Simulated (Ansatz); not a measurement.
**Run report: BSiH5ClF, geometry relaxation**

- system: BSiH5ClF
- method: RKS PBE0-D4/6-31G* (Ansatz 0.2.0)

The input holds or restrains some coordinates. Forces given for the steps count only the free coordinates. It belongs to a series of runs on one base structure; here: pulled along the bonds that form and break, towards end B. Figures and captions count atoms from 1; the log counts them from 0 in places.

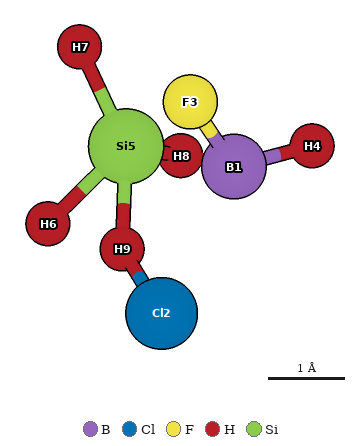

Figure 1. The structure as given in the input (ball-and-stick view, seen at a tilt; atoms are numbered from 1 in the order of the input).

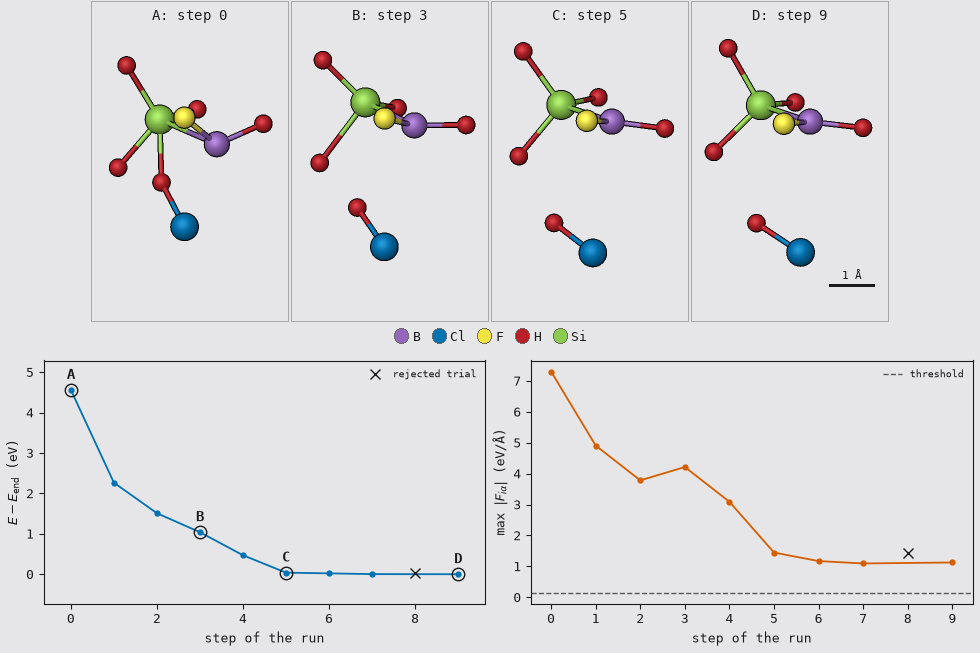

Figure 2. Frames of the restrained relaxation (ball-and-stick view, seen at a tilt) above the curves, on which the letters mark them (the first geometry is step 0 here and step 1 in the log).

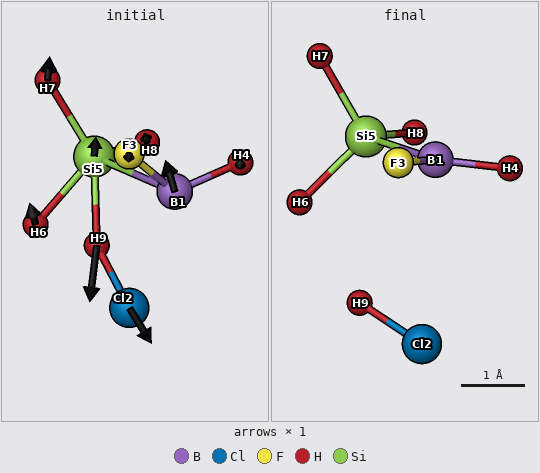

Figure 3. Before (left) and after (right) the restrained relaxation, at one scale (ball-and-stick view, seen at a tilt). The black arrows give the displacements, at true length. After 9 geometry steps the energy has fallen by 4.560 eV. The largest force component goes from 7.3 to 1.1 eV/Å. The line search rejected the trial step at point 8 (counted from 0) and went back. The atom that moves furthest after the best rigid fit is H9 (0.93 Å). Largest moves by element: H 0.93 Å, Cl 0.68 Å, B 0.55 Å, Si 0.32 Å, F 0.17 Å. Among the contacts that change: Si5–H9 1.421 → 2.666 Å, B1–Si5 2.250 → 1.980 Å, Si5–H6 1.460 → 1.505 Å, Si5–H7 1.460 → 1.491 Å. Bonds break: Si5–H9 (1.42 → 2.67 Å). Among the angles that change: H4–B1–Si5 101.3° → 123.8°, F3–B1–Si5 96.8° → 118.6°, B1–Si5–H8 109.5° → 113.9°. (Atoms are counted from 1 in the order of the input.)

The input that produced these results follows, with the program's output.

### Input
```yaml
crystal:
  periodic: [false, false, false]
  atoms:
    - { symbol: B, position_ang: [0.0, 0.0, 0.0] }
    - { symbol: Cl, position_ang: [0.0, 0.0, 2.21] }
    - { symbol: F, position_ang: [1.1431, 0.0, -0.66] }
    - { symbol: H, position_ang: [-1.0305, 0.0, -0.595] }
    - { symbol: Si, position_ang: [0.1008, 2.1328, 0.7095] }
    - { symbol: H, position_ang: [0.6771, 2.1737, 2.0503] }
    - { symbol: H, position_ang: [0.9351, 2.9107, -0.2019] }
    - { symbol: H, position_ang: [-1.2441, 2.7001, 0.741] }
    - { symbol: H, position_ang: [0.061, 1.2895, 1.8528] }
basis:
  gaussian: { orbitals: "6-31G*" }
hamiltonian:
  xc: pbe0
  dispersion: d4
relax:
  f_tol: 0.15
  max_steps: 25
  restrain:
    - { distance: [0, 4], at: 1.95, k: 30.0 }
    - { distance: [8, 1], at: 1.37, k: 30.0 }
    - { distance: [0, 1], at: 3.06, k: 30.0 }
    - { distance: [8, 4], at: 2.66, k: 30.0 }
```

Launched with:
```bash
ansatz run input.yaml --threads 1 --pin off --max-ram 2048MiB --backend cpu --events-out ev --progress --plain --runs-dir out
```

### The program's output
```
The last accepted step is kept in [file] (removed where the run ends without a failure and the disk answers)
Engine: ansatz 0.2.0, aarch64-unknown-linux-gnu
Functional definition: PBE0
  parameter a = 0.25
  parameter kappa = 0.804
  parameter beta = 0.06672455060314922
  exchange = (1 - a)*pbe_x(kappa = kappa, mu = beta*pi^2/3) + a*exact_x
  correlation = pbe_c(beta = beta)
830 factors; integrals over basis functions are off by at most 7.1e-4 eV
mean field evaluation 1: about -23857.2858 eV, gradient 2.4e1 eV
mean field evaluation 2: about -23856.4077 eV, gradient 3.6e1 eV
mean field evaluation 4: about -23858.4667 eV, gradient 7.1e-1 eV
mean field evaluation 8: about -23858.4886 eV, gradient 2.2e-2 eV
mean field evaluation 16: about -23858.4886 eV, gradient 2.7e-5 eV
mean field -23858.48860284 eV, -876.7832842901 hartree, gradient 2.7e-5 eV, S^2 0.000000; 0 other end points of the search recorded, 0 dependent functions left out
the calculation of the forces begins
reference -23858.48862733 eV, -876.7832851900 hartree; 25, 25 occupied and 53, 53 virtual orbitals, 830 factors
relax step   1: F+E_penalty+E_count = -23858.64946716 eV  Δ(F+E_penalty+E_count) = +0.000e0 eV  max|allowed force component| = 7.301e0 eV/Å  E_restraint = 35.21981396 eV  max|allowed force component, restraints' pulls added| = 4.003e1 eV/Å  Δτ_max = 0.0000 Å  (26 SCF iters, accepted)
  distance B 0 - Si 4 = 2.2500 Å
  distance H 8 - Cl 1 = 1.3394 Å
  distance B 0 - Cl 1 = 2.2100 Å
  distance H 8 - Si 4 = 1.4212 Å
these checks for a lower state are left out or cut short: starts, cluster_reference, orbital_swaps, neighbouring_geometries, increment
830 factors; integrals over basis functions are off by at most 7.4e-4 eV
mean field -23860.78680265 eV, -876.8677415753 hartree, gradient 8.7e-6 eV, S^2 0.000000; 0 other end points of the search recorded, 0 dependent functions left out
[... from here on the field's lines of each further geometry are left out, up to the last ...]
relax step   2: F+E_penalty+E_count = -23860.94378079 eV  Δ(F+E_penalty+E_count) = -2.294e0 eV  max|allowed force component| = 4.908e0 eV/Å  E_restraint = 17.25542814 eV  max|allowed force component, restraints' pulls added| = 2.355e1 eV/Å  Δτ_max = 0.1936 Å  (33 SCF iters, accepted)
relax step   3: F+E_penalty+E_count = -23861.69954083 eV  Δ(F+E_penalty+E_count) = -7.558e-1 eV  max|allowed force component| = 3.782e0 eV/Å  E_restraint = 6.50634842 eV  max|allowed force component, restraints' pulls added| = 1.438e1 eV/Å  Δτ_max = 0.1947 Å  (27 SCF iters, accepted)
relax step   4: F+E_penalty+E_count = -23862.16923714 eV  Δ(F+E_penalty+E_count) = -4.697e-1 eV  max|allowed force component| = 4.214e0 eV/Å  E_restraint = 1.45591346 eV  max|allowed force component, restraints' pulls added| = 7.264e0 eV/Å  Δτ_max = 0.1947 Å  (28 SCF iters, accepted)
relax step   5: F+E_penalty+E_count = -23862.73916079 eV  Δ(F+E_penalty+E_count) = -5.699e-1 eV  max|allowed force component| = 3.088e0 eV/Å  E_restraint = 0.12203330 eV  max|allowed force component, restraints' pulls added| = 2.228e0 eV/Å  Δτ_max = 0.1946 Å  (28 SCF iters, accepted)
relax step   6: F+E_penalty+E_count = -23863.17032117 eV  Δ(F+E_penalty+E_count) = -4.312e-1 eV  max|allowed force component| = 1.446e0 eV/Å  E_restraint = 0.03164925 eV  max|allowed force component, restraints' pulls added| = 6.962e-1 eV/Å  Δτ_max = 0.1984 Å  (27 SCF iters, accepted)
relax step   7: F+E_penalty+E_count = -23863.18730996 eV  Δ(F+E_penalty+E_count) = -1.699e-2 eV  max|allowed force component| = 1.172e0 eV/Å  E_restraint = 0.03198005 eV  max|allowed force component, restraints' pulls added| = 2.724e-1 eV/Å  Δτ_max = 0.1898 Å  (28 SCF iters, accepted)
relax step   8: F+E_penalty+E_count = -23863.20645982 eV  Δ(F+E_penalty+E_count) = -1.915e-2 eV  max|allowed force component| = 1.095e0 eV/Å  E_restraint = 0.03859129 eV  max|allowed force component, restraints' pulls added| = 3.837e-1 eV/Å  Δτ_max = 0.1833 Å  (28 SCF iters, accepted)
relax step   9: F+E_penalty+E_count = -23863.18914417 eV  Δ(F+E_penalty+E_count) = +1.732e-2 eV  max|allowed force component| = 1.432e0 eV/Å  E_restraint = 0.03696875 eV  max|allowed force component, restraints' pulls added| = 6.199e-1 eV/Å  Δτ_max = 0.1504 Å  (27 SCF iters, rejected (line search))
the calculation of the forces begins
reference -23863.06507252 eV, -876.9514664488 hartree; 25, 25 occupied and 53, 53 virtual orbitals, 830 factors
relax step  10: F+E_penalty+E_count = -23863.20930854 eV  Δ(F+E_penalty+E_count) = -2.849e-3 eV  max|allowed force component| = 1.126e0 eV/Å  E_restraint = 0.03389315 eV  max|allowed force component, restraints' pulls added| = 1.303e-1 eV/Å  Δτ_max = 0.0752 Å  (27 SCF iters, accepted)
  distance B 0 - Si 4 = 1.9800 Å
  distance H 8 - Cl 1 = 1.3336 Å
  distance B 0 - Cl 1 = 3.0601 Å
  distance H 8 - Si 4 = 2.6656 Å
830 factors; integrals over basis functions are off by at most 7.7e-4 eV
mean field -23863.06504792 eV, -876.9514655446 hartree, gradient 6.2e-6 eV, S^2 0.000000; 1 other end points of the search recorded, 0 dependent functions left out
the calculation of the forces begins
reference -23863.06507252 eV, -876.9514664488 hartree; 25, 25 occupied and 53, 53 virtual orbitals, 830 factors
Total energy: -23863.20933314 eV, -876.9567679288 hartree
Atom 0 at     0.051083     0.446845    -0.298062 Å, force    -0.060316    -0.893470    -0.198938 eV/Å
Atom 1 at    -0.315698    -0.441515     2.607203 Å, force     0.417814     1.030114     0.046895 eV/Å
Atom 2 at     1.204133    -0.148886    -0.570859 Å, force    -0.018802     0.031942    -0.006162 eV/Å
Atom 3 at    -0.955758    -0.154089    -0.547626 Å, force    -0.010285    -0.044047    -0.097970 eV/Å
Atom 4 at     0.083802     2.292085     0.419180 Å, force     0.067593     0.998095     0.151613 eV/Å
Atom 5 at     0.820409     2.359367     1.729381 Å, force    -0.006764    -0.013888    -0.010655 eV/Å
Atom 6 at     0.831967     3.189468    -0.507776 Å, force    -0.001155     0.062290     0.000637 eV/Å
Atom 7 at    -1.269582     2.872029     0.655670 Å, force     0.025486    -0.044691     0.009264 eV/Å
Atom 8 at     0.192144     0.791496     2.619589 Å, force    -0.413571    -1.126346     0.105316 eV/Å
Dipole moment:    -0.001975     0.252268    -0.015824 e Å
```

### Trajectory as extended XYZ (Å, eV, eV/Å), 10 frames, from step=1 to step=10
```
9
Properties=species:S:1:pos:R:3:forces:R:3 step=1 energy=-23858.64947
B     0.0000    0.0000    0.0000   -0.2142   5.5047   0.1879
Cl    0.0000    0.0000    2.2100   -0.9391  -6.3631   1.9843
F     1.1431    0.0000   -0.6600    1.3066  -2.1643  -0.1728
H    -1.0305    0.0000   -0.5950   -0.4638  -1.5205   0.5973
Si    0.1008    2.1328    0.7095   -0.8984   2.8444  -7.3012
H     0.6771    2.1737    2.0503    0.5451   1.7317   0.6387
H     0.9351    2.9107   -0.2019    0.5360   0.6819  -0.0358
H    -1.2441    2.7001    0.7410   -0.4845   0.6405   0.4707
H     0.0610    1.2895    1.8528    0.6123  -1.3553   3.6308
9
Properties=species:S:1:pos:R:3:forces:R:3 step=2 energy=-23860.94378
B    -0.0024    0.1152   -0.1058    0.2870   4.9076   0.4483
Cl   -0.0100   -0.0770    2.3873   -0.6907  -3.0807   0.8013
F     1.1682   -0.0224   -0.6767    1.0209  -2.0270  -0.4121
H    -1.0437   -0.0149   -0.6030   -0.8344  -1.7321  -0.0555
Si    0.0955    2.1794    0.5445   -1.3196  -1.6658   0.5411
H     0.6701    2.1896    2.0241   -0.1048   1.1466  -1.1814
H     0.9527    2.9328   -0.2212    1.5927   1.8081  -1.3939
H    -1.2511    2.7100    0.7405   -0.4545   0.6239   0.0377
H     0.0632    1.1943    2.0170    0.5035   0.0194   1.2146
9
Properties=species:S:1:pos:R:3:forces:R:3 step=3 energy=-23861.69954
B     0.0000    0.2316   -0.2074    0.2236   3.3752   0.2325
Cl   -0.0187   -0.1410    2.5164   -0.5208  -2.0004   0.4094
F     1.1828   -0.0461   -0.6851    0.7418  -1.6967  -0.4023
H    -1.0544   -0.0377   -0.6078   -0.6761  -1.5998  -0.1949
Si    0.0790    2.2045    0.4043   -1.6673  -2.3583   3.7817
H     0.6641    2.1974    1.9972   -0.3518   0.7758  -1.9815
H     0.9774    2.9603   -0.2457    2.2075   2.4068  -1.9094
H    -1.2562    2.7166    0.7374   -0.3465   0.5854  -0.2899
H     0.0684    1.1212    2.1974    0.3895   0.5118   0.3545
9
Properties=species:S:1:pos:R:3:forces:R:3 step=4 energy=-23862.16924
B     0.0033    0.3315   -0.2941    0.1269   1.3010  -0.3269
Cl   -0.0318   -0.2206    2.6060   -0.3289  -0.8535   0.1720
F     1.1910   -0.0765   -0.6875    0.0494  -1.0587  -0.1402
H    -1.0618   -0.0694   -0.6085   -0.0820  -1.1248  -0.0677
Si    0.0539    2.2280    0.3104   -0.8469  -1.2362   4.2142
H     0.6551    2.2088    1.9478   -0.4491   0.4089  -2.0726
H     1.0154    3.0057   -0.2785    1.5990   1.9392  -1.4298
H    -1.2651    2.7301    0.7266   -0.3226   0.5579  -0.4623
H     0.0825    1.0692    2.3845    0.2541   0.0662   0.1133
9
Properties=species:S:1:pos:R:3:forces:R:3 step=5 energy=-23862.73916
B     0.0044    0.3997   -0.3458    0.0693  -0.1719  -0.4272
Cl   -0.0589   -0.3118    2.6280   -0.0396   0.7151   0.1008
F     1.1802   -0.1152   -0.6786   -0.3275  -0.3924  -0.0156
H    -1.0506   -0.1152   -0.5984    0.2681  -0.4860  -0.0086
Si    0.0536    2.2607    0.3118    0.0263  -0.2216   3.0879
H     0.6381    2.2229    1.8500   -0.3308   0.1887  -1.5214
H     1.0400    3.0731   -0.3184    0.5559   1.0796  -0.7867
H    -1.2825    2.7676    0.6874   -0.1978   0.4599  -0.4619
H     0.1183    1.0250    2.5706   -0.0239  -1.1713   0.0326
9
Properties=species:S:1:pos:R:3:forces:R:3 step=6 energy=-23863.17032
B     0.0164    0.4373   -0.3149   -0.1922  -0.7011  -0.2984
Cl   -0.1417   -0.4331    2.6308    0.2630   1.2296   0.1121
F     1.1528   -0.1459   -0.6531    0.1227  -0.1262  -0.0331
H    -1.0080   -0.1522   -0.5475    0.0952  -0.0025   0.0155
Si    0.0886    2.2851    0.4098   -0.2489   0.9407   0.3451
H     0.7024    2.2766    1.7979   -0.0941   0.1497  -0.2235
H     0.9496    3.1840   -0.4110   -0.0191   0.0354   0.0047
H    -1.2956    2.8799    0.5244    0.3739  -0.0797   0.0452
H     0.1780    0.8750    2.6703   -0.3005  -1.4458   0.0324
9
Properties=species:S:1:pos:R:3:forces:R:3 step=7 energy=-23863.18731
B     0.0548    0.4496   -0.2702   -0.2267  -1.0192  -0.4285
Cl   -0.2863   -0.4854    2.6271    0.4349   1.0921   0.0162
F     1.1782   -0.0942   -0.7202    0.0051   0.0991   0.1111
H    -0.9446   -0.2093   -0.3779    0.0319   0.0275  -0.0515
Si    0.0769    2.3105    0.4082    0.2761   0.9670   0.2497
H     0.7274    2.3683    1.7702   -0.0567  -0.0084  -0.0683
H     0.9262    3.1723   -0.4652   -0.0405   0.0564   0.0128
H    -1.2690    2.9287    0.5559   -0.0195  -0.0430  -0.0028
H     0.1791    0.7663    2.5788   -0.4045  -1.1715   0.1613
9
Properties=species:S:1:pos:R:3:forces:R:3 step=8 energy=-23863.20646
B     0.0188    0.4388   -0.2711    0.3495  -0.8561  -0.6227
Cl   -0.2531   -0.4639    2.6423    0.3566   1.0138  -0.0319
F     1.1785   -0.1364   -0.5908   -0.2368   0.0330   0.1402
H    -0.9798   -0.1644   -0.5521   -0.0208   0.0012   0.0887
Si    0.0967    2.3019    0.4066   -0.1184   0.8866   0.3169
H     0.7576    2.3637    1.7581    0.0283  -0.0114  -0.0335
H     0.8885    3.2056   -0.4770   -0.0027  -0.0308  -0.0191
H    -1.2656    2.8732    0.5937   -0.0038   0.0584   0.0067
H     0.2008    0.7883    2.5970   -0.3519  -1.0946   0.1548
9
Properties=species:S:1:pos:R:3:forces:R:3 step=9 energy=-23863.18914 accepted=F
B     0.0081    0.4669   -0.3018    0.5920  -1.4315   0.0156
Cl   -0.2301   -0.4890    2.5990    0.3590   1.0176   0.0224
F     1.1742   -0.1845   -0.4484   -0.6005   0.3952  -0.1019
H    -0.9933   -0.1544   -0.5452    0.0694   0.1380  -0.1669
Si    0.0828    2.3202    0.3967   -0.0967   0.9989   0.1796
H     0.7454    2.3662    1.7504    0.0049  -0.0492  -0.0875
H     0.8834    3.2240   -0.4771    0.0100   0.0195  -0.0158
H    -1.2768    2.9037    0.5838    0.0368   0.0189  -0.0011
H     0.2490    0.7538    2.5491   -0.3750  -1.1073   0.1557
9
Properties=species:S:1:pos:R:3:forces:R:3 step=10 energy=-23863.20931
B     0.0511    0.4468   -0.2981   -0.0603  -0.8935  -0.1989
Cl   -0.3157   -0.4415    2.6072    0.4178   1.0301   0.0469
F     1.2041   -0.1489   -0.5709   -0.0188   0.0319  -0.0062
H    -0.9558   -0.1541   -0.5476   -0.0103  -0.0440  -0.0980
Si    0.0838    2.2921    0.4192    0.0676   0.9981   0.1516
H     0.8204    2.3594    1.7294   -0.0068  -0.0139  -0.0107
H     0.8320    3.1895   -0.5078   -0.0012   0.0623   0.0006
H    -1.2696    2.8720    0.6557    0.0255  -0.0447   0.0093
H     0.1921    0.7915    2.6196   -0.4136  -1.1263   0.1053
```

### Summary

| quantity | value |
| --- | --- |
| outcome | converged under the restraints of the input |
| total energy | −23863.2093 eV |
| mean-field energy | −23863.0651 eV |
| largest force (length of the vector) at the end, held atoms and coordinates included | 1.204 eV/Å |
| hardware | 1 thread of Arm Neoverse V2, 24 GiB of memory available, shared host |
| wall time | 37 s |
| peak memory | 0.15 GiB |
